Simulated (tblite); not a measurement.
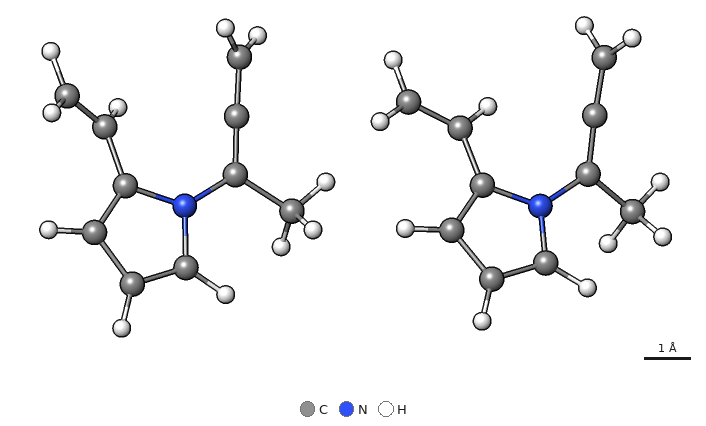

Two geometries of C10H11N, drawn at one scale. One is the start of a relaxation, the other its converged end. Style: ball-and-stick. Shown at a tilt.

Method: GFN2-xTB geometry optimisation, gas phase in tblite. 

**Which geometry has the lower energy?**

The right one is the relaxed one. The largest move after the best rigid fit is that of an H atom, 1.28 Å. Largest moves by element: H 1.28 Å, C 0.56 Å, N 0.14 Å. Among the contacts that change: C–N 1.406 → 1.362 Å, C–N 1.414 → 1.379 Å, C–C 1.420 → 1.439 Å, C–H 1.093 → 1.076 Å. Bond angles that change, for instance: C–N–C 131.2° → 127.0°, C–C–H 119.9° → 115.7°, C–C–C 121.1° → 124.6°. Groups turn about C–N by about 25°, C–C by about 25°. Over 147 geometry steps the energy falls by 85.7 kJ/mol. Cost: 1.3 s on 1 thread of Arm Neoverse V1, with other jobs on the host.
